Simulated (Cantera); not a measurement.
Charge: 1 mol V2O5, 0.39 mol H2, equilibrated at 0.140 bar.

Equilibrium computed with Cantera from the NASA thermochemical tables; the gas is ideal and each condensed phase is pure. Candidate condensed phases: H2O, V, VO, V2O3, V2O4, V2O5; 12 gas species. Condensed phases not in the tables: the oxides between V2O3 and V2O5 other than VO2. Rates play no part.

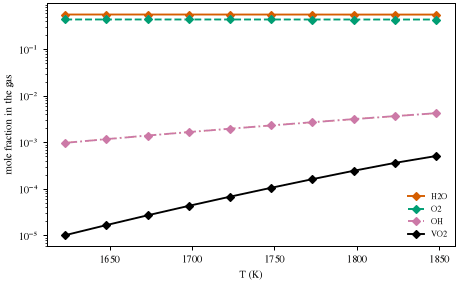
Fig. 1. Equilibrium gas composition (values under 1e-9 drawn at 1e-9)

From 1623 K to 1798 K the condensed part is V2O4(s). From 1823 K to 1848 K the condensed part is V2O4(l). The main V-bearing gas is VO2 throughout.
